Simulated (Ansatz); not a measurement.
**Pb(111) with 4 thermally displaced layers, 2x2: scattering by thermal displacements**

Aim: the resistivity of Pb at 500 K from frozen thermal displacements between perfect leads. The measured value for the pure metal at this temperature is 38.3 µΩ cm (CRC Handbook of Chemistry and Physics, 84th ed., 2003, Electrical Resistivity of Pure Metals).

Program: Ansatz 0.2.0. Level of theory: Ansatz plane-wave DFT, PBE, PAW files; ballistic transport by layer matching (Landauer), zero bias; PAW set soft_1. Results are calculated unless marked as measured.

**1. The starting structure**

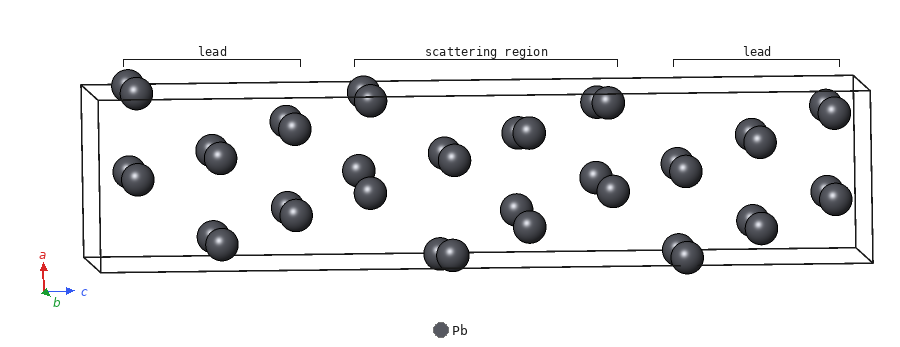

The cell as given, from the side, with the c axis across the page (lead dark grey).

The cell holds 40 atoms: 40 Pb. Cell: a = 7.001 Å, b = 7.001 Å, c = 28.655 Å, α = 93.5°, β = 86.5°, γ = 120.0°. It derives from Pb. Regions: lead, 24 atoms (24 Pb); scattering region, 16 atoms (16 Pb). The structure is stacked along c, and the current runs across the ab planes.

**2. With 4 displaced layers**

Each atom of 4 layers is moved at random, by amounts drawn from a normal law 0.1786 Å wide in each direction from the Debye model (105 K) at 500 K. The layers about the cell's end stay perfect and serve as the lead. Disorder leaves little or no symmetry, which makes such runs dear. Energies from -0.05 to 0.05 eV in steps of 0.05 eV are too few for the program's thermal sum, so it prints no conductance; for a metal the transmission near the Fermi level serves, at a fraction of the cost.

input.yaml reads:

```yaml
crystal:
  lattice:
    - [7.0014885046, 0.0, 0.0]
    - [-3.5007442523, 6.0634669093, 0.0]
    - [1.7503721261, -1.0105778182, 28.583457127]
  atoms:
    - { symbol: Pb, position: [0.9916666667, 0.0083333333, 0.05] }
    - { symbol: Pb, position: [0.9916666667, 0.5083333333, 0.05] }
    - { symbol: Pb, position: [0.4916666667, 0.0083333333, 0.05] }
    - { symbol: Pb, position: [0.4916666667, 0.5083333333, 0.05] }
    - { symbol: Pb, position: [0.1416666667, 0.3583333333, 0.15] }
    - { symbol: Pb, position: [0.1416666667, 0.8583333333, 0.15] }
    - { symbol: Pb, position: [0.6416666667, 0.3583333333, 0.15] }
    - { symbol: Pb, position: [0.6416666667, 0.8583333333, 0.15] }
    - { symbol: Pb, position: [0.2916666667, 0.2083333333, 0.25] }
    - { symbol: Pb, position: [0.2916666667, 0.7083333333, 0.25] }
    - { symbol: Pb, position: [0.7916666667, 0.2083333333, 0.25] }
    - { symbol: Pb, position: [0.7916666667, 0.7083333333, 0.25] }
    - { symbol: Pb, position: [0.9422613256, 0.0551094425, 0.3540011782] }
    - { symbol: Pb, position: [0.936077475, 0.5429333168, 0.3522591429] }
    - { symbol: Pb, position: [0.4896062483, 0.0854939828, 0.3456032628] }
    - { symbol: Pb, position: [0.4001692112, 0.5400196791, 0.3502581929] }
    - { symbol: Pb, position: [0.0304394127, 0.4005921294, 0.4422159035] }
    - { symbol: Pb, position: [0.0653039146, 0.8919744529, 0.4480238468] }
    - { symbol: Pb, position: [0.6176516922, 0.4389036073, 0.4491969521] }
    - { symbol: Pb, position: [0.6163582604, 0.8891080349, 0.4521961347] }
    - { symbol: Pb, position: [0.2668693694, 0.2603279893, 0.5453548286] }
    - { symbol: Pb, position: [0.2111872052, 0.7450816733, 0.5513757164] }
    - { symbol: Pb, position: [0.7130006318, 0.2520068932, 0.5490052075] }
    - { symbol: Pb, position: [0.7582526036, 0.7650255207, 0.5522202674] }
    - { symbol: Pb, position: [0.8722649564, 0.1053322937, 0.6548980553] }
    - { symbol: Pb, position: [0.9096409715, 0.5728277488, 0.6594585643] }
    - { symbol: Pb, position: [0.4372250427, 0.1316198992, 0.6516522434] }
    - { symbol: Pb, position: [0.4030893232, 0.6533161638, 0.6622471353] }
    - { symbol: Pb, position: [0.0416666667, 0.4583333333, 0.75] }
    - { symbol: Pb, position: [0.0416666667, 0.9583333333, 0.75] }
    - { symbol: Pb, position: [0.5416666667, 0.4583333333, 0.75] }
    - { symbol: Pb, position: [0.5416666667, 0.9583333333, 0.75] }
    - { symbol: Pb, position: [0.1916666667, 0.3083333333, 0.85] }
    - { symbol: Pb, position: [0.1916666667, 0.8083333333, 0.85] }
    - { symbol: Pb, position: [0.6916666667, 0.3083333333, 0.85] }
    - { symbol: Pb, position: [0.6916666667, 0.8083333333, 0.85] }
    - { symbol: Pb, position: [0.8416666667, 0.1583333333, 0.95] }
    - { symbol: Pb, position: [0.8416666667, 0.6583333333, 0.95] }
    - { symbol: Pb, position: [0.3416666667, 0.1583333333, 0.95] }
    - { symbol: Pb, position: [0.3416666667, 0.6583333333, 0.95] }
kpoints:
  mp_grid: { grid: [4, 4, 1] }
hamiltonian:
  xc: pbe
  pseudopotentials: { kind: paw, azcp: { folder: soft_1 } }
scf:
  occupations: { method: fermi_dirac, width: 0.1 }
output:
  transmission: { leads: [[0, 4]], kmesh: [8, 8], e_range: [-0.05, 0.05], de: 0.05 }
  write_potential: true
  write_density: true
  volumetric_format: npy
  elf: true
```

The run is started by

```console
> ansatz run input.yaml --threads 4 --pin off --max-ram 15360MiB --backend cpu --events-out ev --progress --plain --runs-dir out
```

Numbers of over 12 decimals in the logs are rounded to 6 here.

The program printed:

```text
Engine: ansatz 0.2.0, aarch64-unknown-linux-gnu
Pseudopotentials: kind: paw
Pseudopotential: Pb, paw, valence charge 14, recommended cutoff 420 eV (normal), soft_1/Pb.paw.azcp
Functional definition: PBE
  parameter kappa = 0.804
  parameter beta = 0.066725
  exchange = pbe_x(kappa = kappa, mu = beta*pi^2/3)
  correlation = pbe_c(beta = beta)
Crystal: 40 atoms, lattice volume = 1213.462 Å³
Basis set: ecut = 420 eV, 23733 PW (Γ)
Bands: 336, of which v1, the nominal top of the filled ones, is band 280 counted from 1 (279 counted from 0)
Symmetry: 1 space group operations
Space group: P1 (ITA 1), of the structure as read, at distance tolerance 1.1e-4 Å
k-points: 10 of 16 (time reversal used)
Non-local potential: Pb, projectors of the file, l = 0: 2, l = 1: 2, l = 2: 2, l = 3: 1
PAW form: soft (Blöchl's): semilocal exchange-correlation on the pseudo side does not see the compensation charge
PAW one-centre angular grid: Pb, 590 points (default); XC on 64 Gauss nodes
Initial density: superposition of atomic densities (chi_scale 0.1, normalization cell)
Initial wavefunctions: pseudopotential atomic-orbital guess
Functional: x = pbe(κ = 0.804, μ = 0.219515), c = pbe(β = 0.066725)
SCF iter   1: F=—  HF=-476351.871347 eV  |F-HF|=—  |Δ(HF+E_count)|=         —  Δρ=8.27e-3  dr2=1.49e0  ethr=3.10e-3  ⟨swp⟩=7.1  Hψ=13374  notcnv=0  defer=55
preconditioner: auto → Kerker (q_TF=auto, 2.398 Å⁻¹)  [metal: Δε(μ)=0.029 eV  Ē_g=15.711 eV  σ=0.100 eV  W_gap=0.07  n_scr=292 (ndim 8)  ℏωp=25.2 eV  f_vac=0.000  D(μ)=19.51/eV (n_scr^D=86)]
SCF iter   2: F=—  HF=-476351.583814 eV  |F-HF|=—  |Δ(HF+E_count)|=   2.88e-1  Δρ=5.19e-3  dr2=6.13e-1  ethr=2.65e-4  ⟨swp⟩=1.4  Hψ=4157  notcnv=0  defer=81
SCF iter   3: F=—  HF=-476351.443197 eV  |F-HF|=—  |Δ(HF+E_count)|=   1.41e-1  Δρ=1.24e-3  dr2=2.53e-2  ethr=1.09e-4  ⟨swp⟩=2.7  Hψ=6027  notcnv=0  defer=81
SCF iter   4: F=—  HF=-476351.443862 eV  |F-HF|=—  |Δ(HF+E_count)|=   6.65e-4  Δρ=2.27e-4  dr2=1.11e-3  ethr=4.52e-6  ⟨swp⟩=3.0  Hψ=6108  notcnv=0  defer=81
SCF iter   5: F=—  HF=-476351.443948 eV  |F-HF|=—  |Δ(HF+E_count)|=   8.60e-5  Δρ=6.52e-5  dr2=2.73e-4  ethr=1.98e-7  ⟨swp⟩=2.0  Hψ=3950  notcnv=0  defer=81
SCF iter   6: F=—  HF=-476351.443991 eV  |F-HF|=—  |Δ(HF+E_count)|=   4.32e-5  Δρ=1.96e-5  dr2=5.95e-5  ethr=4.87e-8  ⟨swp⟩=1.8  Hψ=3287  notcnv=0  defer=81
SCF iter   7: F=—  HF=-476351.445010 eV  |F-HF|=—  |Δ(HF+E_count)|=   1.02e-3  Δρ=9.60e-6  dr2=4.99e-6  ethr=1.06e-8  ⟨swp⟩=2.0  Hψ=3534  notcnv=0  defer=126
SCF iter   8: F=—  HF=-476351.445010 eV  |F-HF|=—  |Δ(HF+E_count)|=   1.31e-7  Δρ=2.92e-6  dr2=4.40e-7  ethr=8.91e-10  ⟨swp⟩=2.0  Hψ=6054  notcnv=0  defer=126
SCF iter   9: F=-476351.445010 eV  HF=-476351.445010 eV  |F-HF|=2.45e-8  |Δ(HF+E_count)|=   2.64e-8  Δρ=9.45e-7  dr2=3.47e-8  ethr=1.79e-11  ⟨swp⟩=11.7  Hψ=15434  notcnv=0
SCF 1 converged in 9 iterations: F = -476351.445010 eV  dr2 = 3.47e-8
  greatest PAW one-centre occupation: 0.979 electrons in one spin orbital (limit 2), on the Pb atom at site 21 (counted from 0), in its partial waves of l = 2
transmission: 129 of 1224 steps passed
transmission: 246 of 1224 steps passed
[...]
transmission: 1224 of 1224 steps passed
SCF converged after 9 iterations
Free energy (F): -476351.445010 eV
Harris-Foulkes:  -476351.445010 eV  (|F-HF|=2.45e-8)
Internal energy: -476350.801936 eV  (E = F + TS)
E sigma→0 (E₀):  -476351.123473 eV
Entropy (-TS):   -0.643074 eV (-16.077 meV/atom)
Fermi energy:    11.142755 eV
--- Per-component energies (eV) ---
  E_band       = -1370.812170
  E_kinetic    = 11748.785112
  E_local      = -39777.123993  (includes V_loc(G=0)·N_el)
  E_nonlocal   = 12206.460747
  E_hartree    = 15384.522906
  E_xc         = -8242.397187
  E_vxc        = -5533.347107  (∫ρ·V_xc dr)
  E_paw        = -415725.603808  (= ΣΔE_a)
  E_vpaw       = -10784.648096  (= ΣTr[D̂ρ^β])
  E_aug_tail   = -0.000275  (compensation charges beyond the density's cutoff)
  E_ewald      = -51945.445438
  E_smearing   = -0.643074  (= −TS)
  E_closure    = -0.000000  (closes the sum)
  Σ components = -476351.445010   (vs F -476351.445010, Δ=0.00e0)
--- Band table (eV; the first three rows and the last of 10) ---
  k-point 0: bands = [... 276 lower, 11.5066, 11.6111, 11.7150, 11.7861, 11.8471, 12.0826, 12.1087, 12.1694, ... 52 higher]
  k-point 1: bands = [... 276 lower, 10.7987, 10.8544, 11.0075, 11.1024, 11.5948, 11.6233, 11.7443, 11.7988, ... 52 higher]
  k-point 2: bands = [... 276 lower, 10.9608, 10.9960, 11.0451, 11.1355, 11.2200, 11.2722, 11.3446, 11.4146, ... 52 higher]
  k-point 9: bands = [... 276 lower, 10.8745, 10.9394, 11.1138, 11.2294, 11.2589, 11.3649, 11.3835, 11.4435, ... 52 higher]
--- Transmission ---
  basis      : 367 plane waves across, 36 finite elements along
  points     : 34, standing for a mesh of 8 x 8
  energies   : 3 from -0.050000 to 0.050000 eV about the Fermi level, 0.050000 eV apart; the leads are filled to 0.000000 eV, and channels, transmission and decay are at 0.000000 eV
  crystal 0  : Pb4, at the sites [0, 4], period 2.8583 Å, over 17.15 Å; its Hamiltonian steps by up to 6.2 meV
    offset         : up to 0.0000 Å between an atom of the period and one for which it stands
    channels       : 5.015625e0 a spin
    conductance    : none, the energies end too early or step too widely for 300 K: set another output.transmission.e_range or a lower de, or, where they end at an eighth of basis.ecutwfc, a higher one
  junction   : crystal 0 to crystal 0, 2.86 to 28.58 Å
    transmission   : 3.606888e0 a spin
    conductance    : none, the energies end too early or step too widely for 300 K: set another output.transmission.e_range or a lower de, or, where they end at an eighth of basis.ecutwfc, a higher one
```

Run time: 18 min. Hardware: 4 threads of Arm Neoverse V2, shared host; peak memory 7.6 GiB; 59 min of CPU time.

Numbers from this step:

```
free energy                                                  : -476351.4450 eV
energy at zero smearing                                      : -476351.1235 eV
Fermi energy                                                 : 11.14 eV
cell area                                                    : 42.45 Å²
transmission at the energy nearest the Fermi level, one spin : 3.607
channels at the energy nearest the Fermi level, one spin     : 5.016
step of the lead's Hamiltonian                               : 6.2 meV
```

Per spin. The transmission, zone mean by energy, zero at the Fermi level:

```tsv
energy (eV)	transmission, zone mean
-0.0500	3.53
0.0000	3.61
0.0500	3.75
```

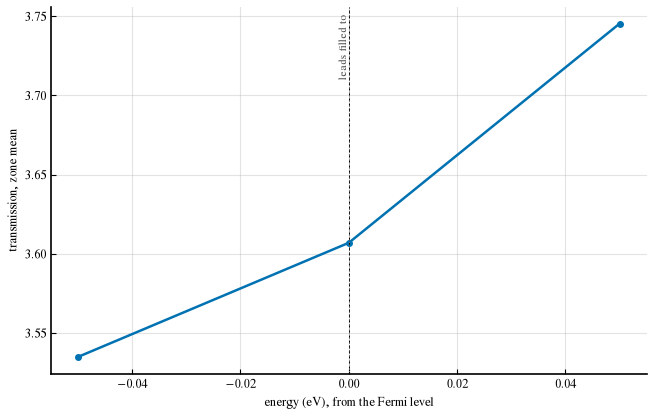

Transmission, zone mean against energy.

Per spin. The open channels, zone mean, lead by energy, zero at the Fermi level:

```tsv
energy (eV)	open channels, zone mean, lead
-0.0500	4.89
0.0000	5.02
0.0500	5.17
```

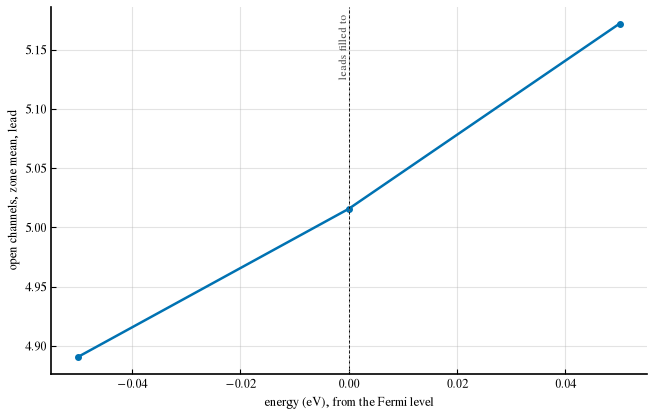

Open channels, zone mean, lead against energy.

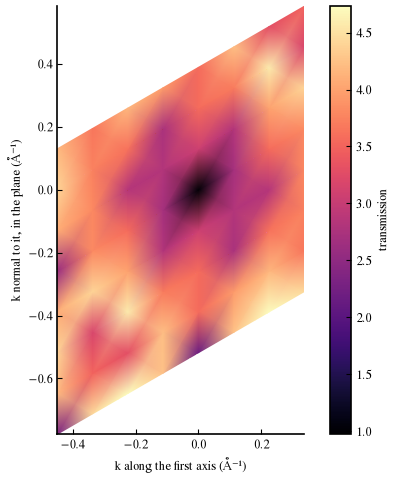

Transmission over k1 and k2. At 0.0000 eV from the Fermi level.

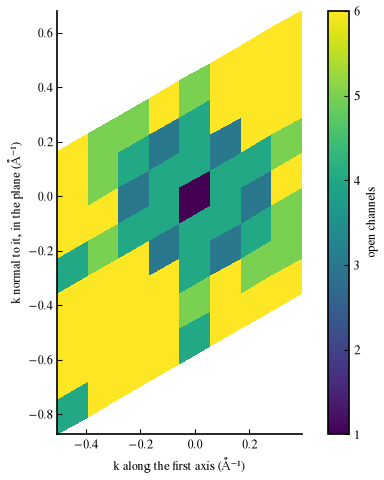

Open channels over k1 and k2. At 0.0000 eV from the Fermi level.

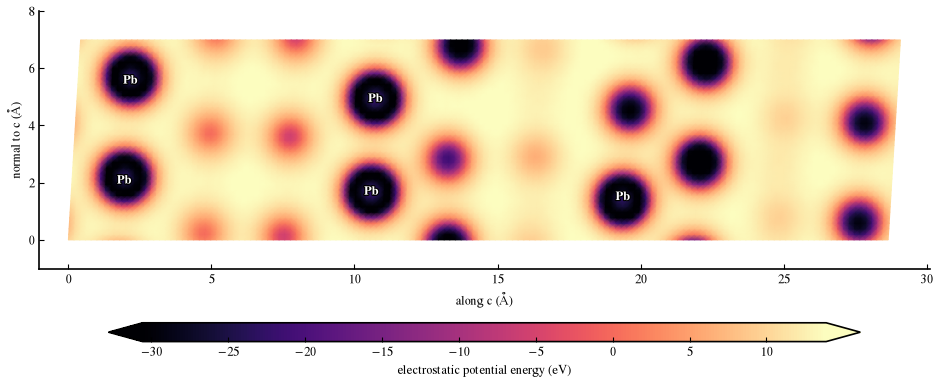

Electrostatic potential energy in the ca plane at fractional y = 0.540, with atoms of Pb within 0.2 Å of it. With pseudopotentials it is smooth inside the atoms' cores, unlike the true potential. The map starts off the cell's origin, so that atoms lie inside it.

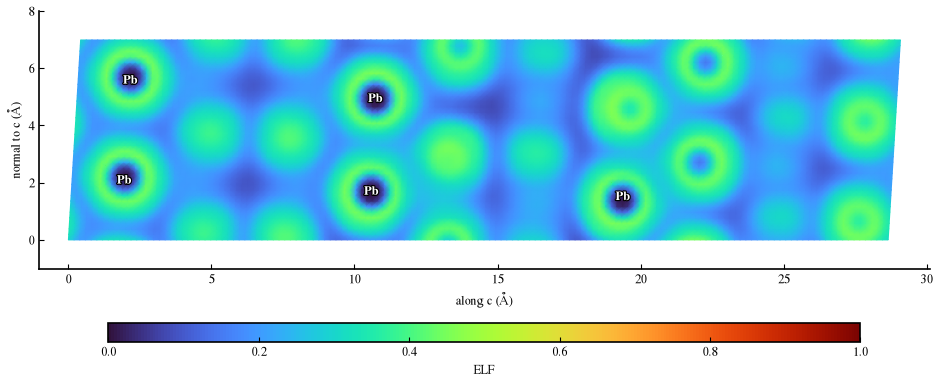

ELF in the ca plane at fractional y = 0.540, with atoms of Pb within 0.2 Å of it. It is the smooth field of the valence electrons, not physical close to the nuclei. The map starts off the cell's origin, so that atoms lie inside it.

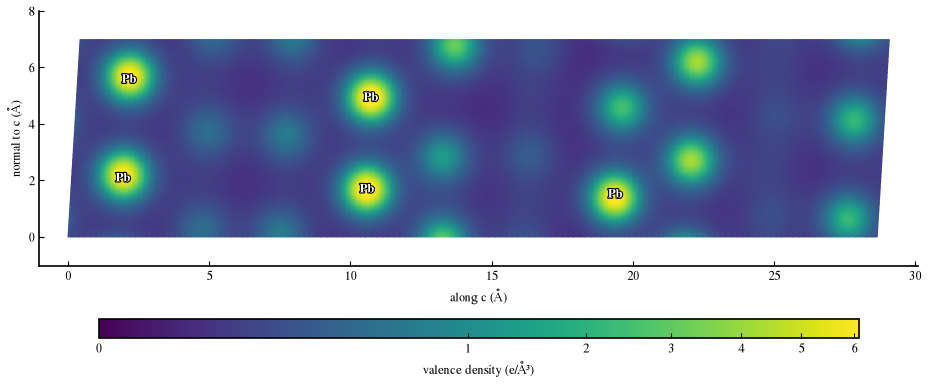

Valence density in the ca plane at fractional y = 0.540, with atoms of Pb within 0.2 Å of it. It is the smooth field of the valence electrons, not physical close to the nuclei. The map starts off the cell's origin, so that atoms lie inside it. The colour scale is stretched toward low values.

Over the solved energies the transmission per spin lies between 3.53 and 3.75, out of 5.03 channels of the lead on average (up to 5.17).

(Continued in part 2 of 2.)

[Logs are printed without paths, hosts, clocks, repeated set-up lines and the standing remarks that a program may print on its own settings, such as how far it seeks lower states.]

[Hosts, paths, dates, database ids (printed as entryN), source tags and the programs' standing remarks are cut or masked in the printed files.]
